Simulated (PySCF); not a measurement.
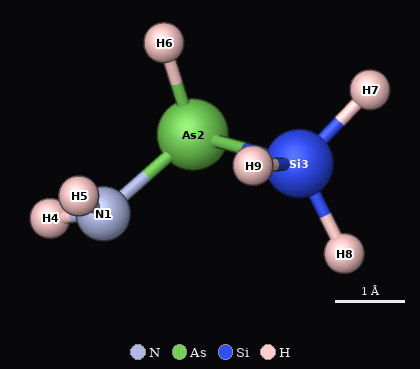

Figure 1. The structure (ball-and-stick view, seen at a tilt; atoms are numbered from 1 in the order of the input).

Run report: SiAsNH6, single-point calculation

SiAsNH6, SMILES N[AsH][SiH3], computed with CCSD(T)/6-31G*, RHF (PySCF 2.14.0).

The geometry comes from this level: PBE0-D4/def2-TZVP.

**What the program printed**
```
PySCF version 2.14.0

[INPUT] num. atoms = 9
[INPUT] num. electrons = 60
[INPUT] charge = 0
[INPUT] spin (= nelec alpha-beta = 2S) = 0
[INPUT] symmetry False subgroup None
[INPUT] Mole.unit = bohr
[INPUT] Symbol           X                Y                Z      unit          X                Y                Z       unit  Magmom
[INPUT]  1 N     -1.101099769406   0.718999955781  -1.145599868604 AA   -2.080777000000   1.358713000000  -2.164870000000 Bohr   0.0
[INPUT]  2 As     0.735100172423   0.438099991971  -0.988899912907 AA    1.389138000000   0.827889000000  -1.868750000000 Bohr   0.0
[INPUT]  3 Si     0.557299804617  -1.064699785776   0.828599964643 AA    1.053144000000  -2.011991000000   1.565827000000 Bohr   0.0
[INPUT]  4 H     -1.303700027202   1.291399832111  -1.954300124231 AA   -2.463636000000   2.440392000000  -3.693092000000 Bohr   0.0
[INPUT]  5 H     -1.525299863579   1.144300209374  -0.332300004660 AA   -2.882399000000   2.162414000000  -0.627956000000 Bohr   0.0
[INPUT]  6 H      1.144100180389   1.592600092086  -0.059800199897 AA    2.162036000000   3.009578000000  -0.113006000000 Bohr   0.0
[INPUT]  7 H      1.889500258045  -1.194000003847   1.477899873265 AA    3.570638000000  -2.256333000000   2.792826000000 Bohr   0.0
[INPUT]  8 H      0.123899964633  -2.393300246638   0.326700251415 AA    0.234137000000  -4.522682000000   0.617374000000 Bohr   0.0
[INPUT]  9 H     -0.431200050318  -0.579699875955   1.830600188584 AA   -0.814850000000  -1.095474000000   3.459333000000 Bohr   0.0

nuclear repulsion = 263.492767645042
number of shells = 38
number of NR pGTOs = 197
number of NR cGTOs = 76
basis = 6-31g*
ecp = {}

******** <class 'pyscf.scf.hf.RHF'> ********
method = RHF
initial guess = minao
damping factor = 0
level_shift factor = 0
DIIS = <class 'pyscf.scf.diis.CDIIS'>
diis_start_cycle = 1
diis_space = 8
diis_damp = 0
SCF conv_tol = 1e-10
SCF conv_tol_grad = None
SCF max_cycles = 50
direct_scf = True
direct_scf_tol = 1e-13
Set gradient conv threshold to 1e-05
Initial guess from minao.
init E= -2579.83292081133
  HOMO = -0.257351339603786  LUMO = 0.0251361497803684  gap/eV = 7.68688
cycle= 1 E= -2580.70254044388  delta_E= -0.87  |g|= 0.294  |ddm|= 2.58
  HOMO = -0.348163770168822  LUMO = 0.103079017428921  gap/eV = 12.27894
cycle= 2 E= -2580.73741246482  delta_E= -0.0349  |g|= 0.0913  |ddm|= 0.428
  HOMO = -0.346558950275988  LUMO = 0.111463345340669  gap/eV = 12.46342
cycle= 3 E= -2580.74061380215  delta_E= -0.0032  |g|= 0.0415  |ddm|= 0.147
  HOMO = -0.347306756182427  LUMO = 0.114262073173458  gap/eV = 12.55993
cycle= 4 E= -2580.74122840329  delta_E= -0.000615  |g|= 0.00973  |ddm|= 0.0642
  HOMO = -0.348016347970098  LUMO = 0.11389111709684  gap/eV = 12.56914
cycle= 5 E= -2580.7412791819  delta_E= -5.08e-05  |g|= 0.00231  |ddm|= 0.0217
  HOMO = -0.348295283685694  LUMO = 0.113884912917742  gap/eV = 12.57656
cycle= 6 E= -2580.74128462876  delta_E= -5.45e-06  |g|= 0.000685  |ddm|= 0.0087
  HOMO = -0.348325270574786  LUMO = 0.113892608527358  gap/eV = 12.57759
cycle= 7 E= -2580.74128515009  delta_E= -5.21e-07  |g|= 0.000205  |ddm|= 0.00282
  HOMO = -0.348329592612353  LUMO = 0.11389565643767  gap/eV = 12.57779
cycle= 8 E= -2580.74128519721  delta_E= -4.71e-08  |g|= 6.32e-05  |ddm|= 0.000816
  HOMO = -0.34832695530457  LUMO = 0.11389500586275  gap/eV = 12.57770
cycle= 9 E= -2580.74128520091  delta_E= -3.7e-09  |g|= 2.34e-05  |ddm|= 0.000205
  HOMO = -0.348327452139979  LUMO = 0.113894256846941  gap/eV = 12.57769
cycle= 10 E= -2580.74128520134  delta_E= -4.29e-10  |g|= 7.66e-06  |ddm|= 7.04e-05
  HOMO = -0.348327347647817  LUMO = 0.113894143057744  gap/eV = 12.57769
cycle= 11 E= -2580.74128520138  delta_E= -4.27e-11  |g|= 1.75e-06  |ddm|= 2.77e-05
  HOMO = -0.348327525732893  LUMO = 0.113894042616451  gap/eV = 12.57769
Extra cycle  E= -2580.74128520139  delta_E= -8.19e-12  |g|= 8.03e-07  |ddm|= 4.3e-06
converged SCF energy = -2580.74128520139

******** <class 'pyscf.cc.ccsd.CCSD'> ********
CC2 = 0
CCSD nocc = 15, nmo = 61
frozen orbitals 15
max_cycle = 50
direct = 0
conv_tol = 1e-07
conv_tol_normt = 1e-05
diis_space = 6
diis_start_cycle = 0
diis_start_energy_diff = 1e+09
Init t2, MP2 energy = -2581.23751466877  E_corr(MP2) -0.496229467380339
Init E_corr(CCSD) = -0.496229467380689
cycle = 1  E_corr(CCSD) = -0.509124739961446  dE = -0.0128952726  norm(t1,t2) = 0.061896
cycle = 2  E_corr(CCSD) = -0.524324921496084  dE = -0.0152001815  norm(t1,t2) = 0.0215245
cycle = 3  E_corr(CCSD) = -0.527623882898493  dE = -0.0032989614  norm(t1,t2) = 0.00958232
cycle = 4  E_corr(CCSD) = -0.529195630310598  dE = -0.00157174741  norm(t1,t2) = 0.00294446
cycle = 5  E_corr(CCSD) = -0.529098936376852  dE = 9.66939337e-05  norm(t1,t2) = 0.000918624
cycle = 6  E_corr(CCSD) = -0.529024392463289  dE = 7.45439136e-05  norm(t1,t2) = 0.000299954
cycle = 7  E_corr(CCSD) = -0.529036205393653  dE = -1.18129304e-05  norm(t1,t2) = 0.000132416
cycle = 8  E_corr(CCSD) = -0.5290396714698  dE = -3.46607615e-06  norm(t1,t2) = 4.35762e-05
cycle = 9  E_corr(CCSD) = -0.529037978200237  dE = 1.69326956e-06  norm(t1,t2) = 1.96086e-05
cycle = 10  E_corr(CCSD) = -0.529038362231958  dE = -3.84031721e-07  norm(t1,t2) = 8.79465e-06
cycle = 11  E_corr(CCSD) = -0.529038115228639  dE = 2.4700332e-07  norm(t1,t2) = 3.03835e-06
cycle = 12  E_corr(CCSD) = -0.529038089205512  dE = 2.60231268e-08  norm(t1,t2) = 1.14721e-06
```

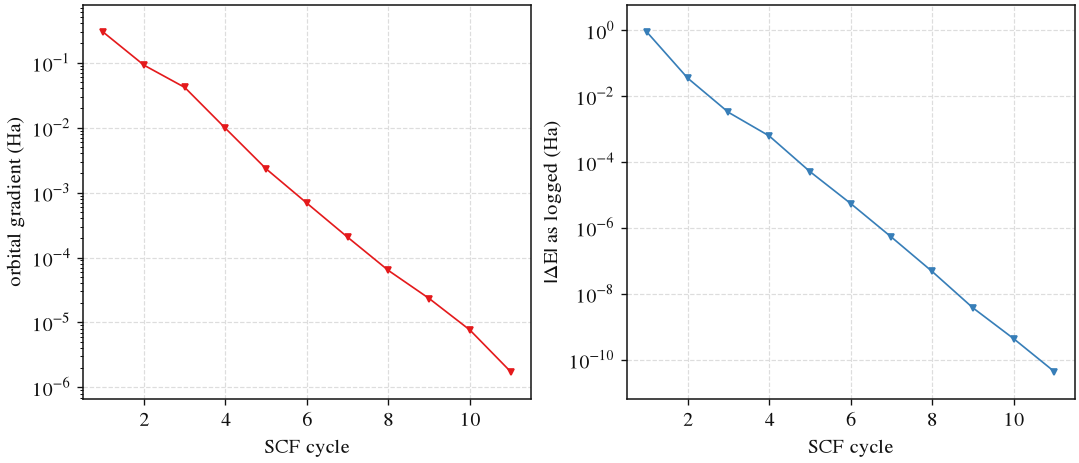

Figure 2. Convergence of the self-consistent field: orbital gradient and size of the energy change against the SCF cycle. The residual falls at every step.

```
CCSD converged
E(CCSD) = -2581.270323290596  E_corr = -0.529038089205512
CCSD(T) correction = -0.0120464663982296
E = -2581.2823697570 Eh
```

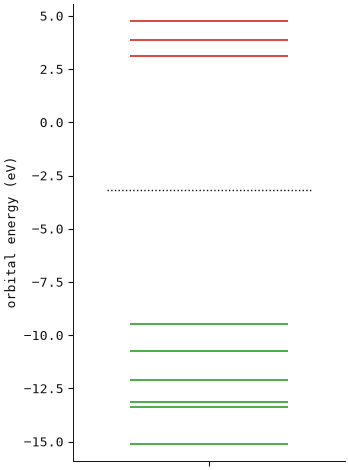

Figure 3. Orbital energies near the frontier (SCF reference); the dotted line parts filled from empty levels, and levels within 0.02 eV of each other stand side by side. Highest filled −9.48 eV, lowest empty 3.10 eV, 12.58 eV apart.

This output came from the following input.

**Input file (job.py)**
```python
# N[AsH][SiH3]
from pyscf import gto, scf, cc

mol = gto.Mole()
mol.atom = '''
N     -2.080777     1.358713    -2.164870
As     1.389138     0.827889    -1.868750
Si     1.053144    -2.011991     1.565827
H     -2.463636     2.440392    -3.693092
H     -2.882399     2.162414    -0.627956
H      2.162036     3.009578    -0.113006
H      3.570638    -2.256333     2.792826
H      0.234137    -4.522682     0.617374
H     -0.814850    -1.095474     3.459333
'''
mol.unit = 'bohr'
mol.max_memory = 1860
mol.charge = 0
mol.basis = '6-31g*'
mol.spin = 0
mol.verbose = 4
mol.build()

calc0 = scf.RHF(mol)
calc0.conv_tol = 1e-10
calc0.kernel()
if not calc0.converged:
    calc0 = calc0.newton().run(calc0.mo_coeff, calc0.mo_occ)

mycc = cc.CCSD(calc0, frozen=15)
mycc.kernel()
e_t = mycc.ccsd_t()
e_tot = mycc.e_tot + e_t
print('E = %.10f Eh' % e_tot)
```

Command:
```bash
OMP_NUM_THREADS=1 python job.py
```

**Key numbers**

- outcome: converged
- total energy: −2581.282370 hartree
- SCF energy: −2580.741285 hartree
- correlation energy: −0.541085 hartree
- (T) correction: −0.012046 hartree
- basis functions: 76
- T1 diagnostic: 0.011
- HOMO of the SCF reference: −9.48 eV
- LUMO of the SCF reference: 3.10 eV
- hardware: 1 thread of Arm Neoverse V2, 24 GiB of memory available, shared host
- wall time: 15 s
- peak memory: 0.26 GiB
